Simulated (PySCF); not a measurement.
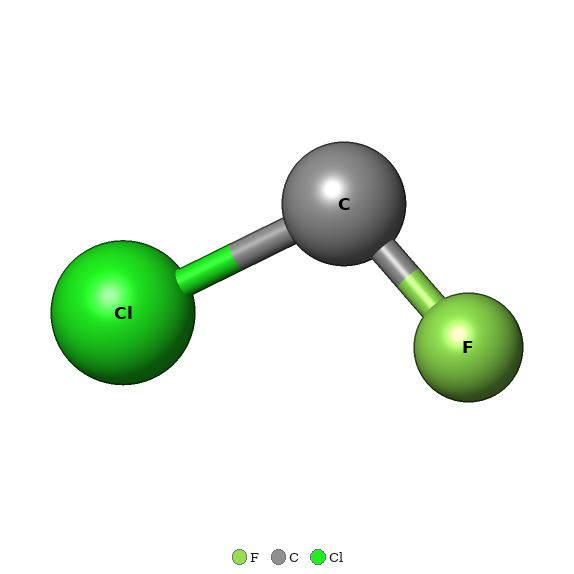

Every bond is drawn as one stick, whatever its order.

Computed geometry: PBE0-D3(BJ)/def2-SVP optimisation. No frequency run is at hand to confirm it as a minimum.

Question: What is the molecular formula?

Answer: CClF, 3 atoms: 1 carbon, 1 chlorine and 1 fluorine.

Question: Count the bonded pairs by element.

Answer: 1 C–F, 1 C–Cl.

Question: Which point group does it belong to?

Answer: Cs.

Question: What is its SMILES?

Answer: F[C]Cl

Question: Name functional groups in it.

Answer: Among them: C–F bond, C–Cl bond.

The parts below concern this one geometry. Atoms keep their numbers from picture to picture.

Polarisability

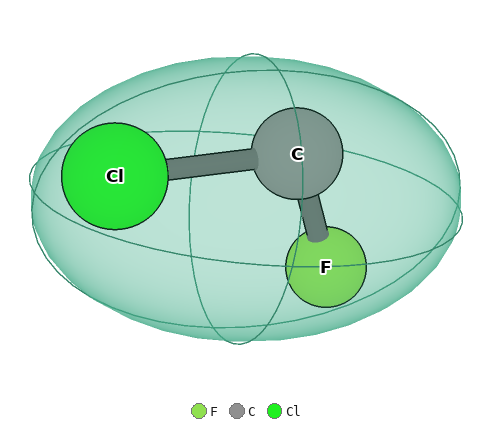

The ellipsoid shows the static dipole polarisability: its half-axes are proportional to the principal values. No frequency run is at hand to confirm it as a minimum. Level of theory: CAM-B3LYP/def2-SVPD (PySCF 2.14.0).

Question: Give the principal values, the mean and the anisotropy.

Answer: Principal values 23.3, 25.3, 39.5 bohr³; mean 29.4 bohr³ (4.35 Å³); anisotropy 15.3 bohr³, so the longest axis is 1.70 times the shortest.

NMR shielding

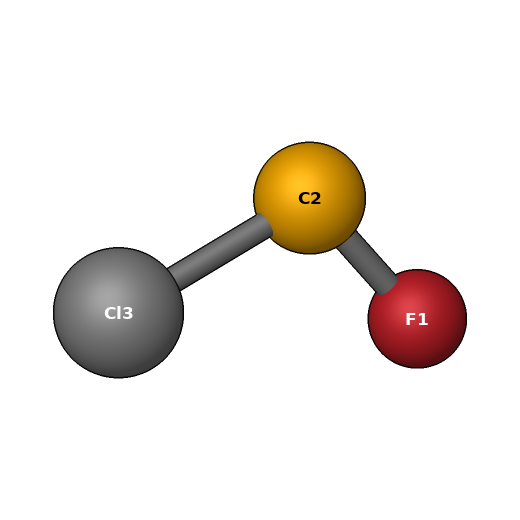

No frequency run is at hand to confirm it as a minimum. Level of theory: GIAO PBE0/pcSseg-1 NMR shielding, non-relativistic, IEF-PCM tetrahydrofuran (PySCF 2.14.0). Principal shieldings σ11 ≤ σ22 ≤ σ33, span Ω = σ33 − σ11, skew κ = 3(σiso − σ22)/Ω.

Give the shielding tensors of the F atoms.

| atom | σ11 | σ22 | σ33 | σiso | Ω | κ |
| --- | --- | --- | --- | --- | --- | --- |
| F1 | −832.6 | −257.3 | 345.2 | −248.2 | 1177.8 | 0.02 |

Shieldings and span in ppm.

Excitation

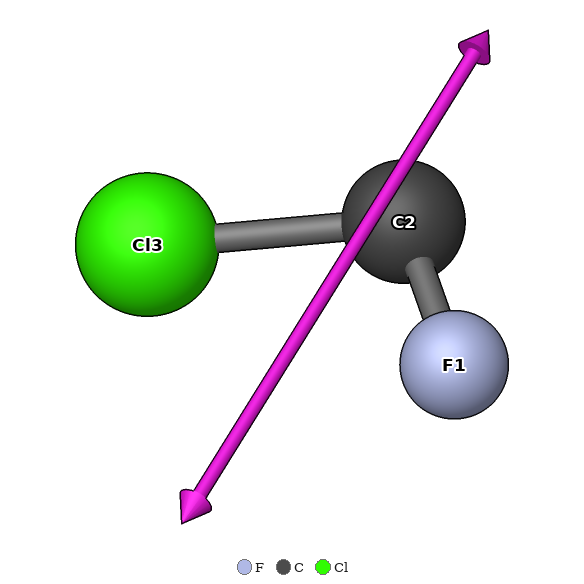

The double arrow shows the direction of the transition dipole to excited singlet state 5 (its length means nothing). No frequency run is at hand to confirm it as a minimum. Level of theory: TDDFT CAM-B3LYP/def2-SVPD, vertical, gas phase, core orbitals frozen in the response (PySCF 2.14.0).

Question: How is the transition polarised?

Answer: In the molecular plane.

Question: Where does the transition lie, and how strong is it?

Answer: 8.43 eV (147 nm), oscillator strength 0.028, mainly HOMO → LUMO+2 (weight 0.85); transition dipole 0.94 D.
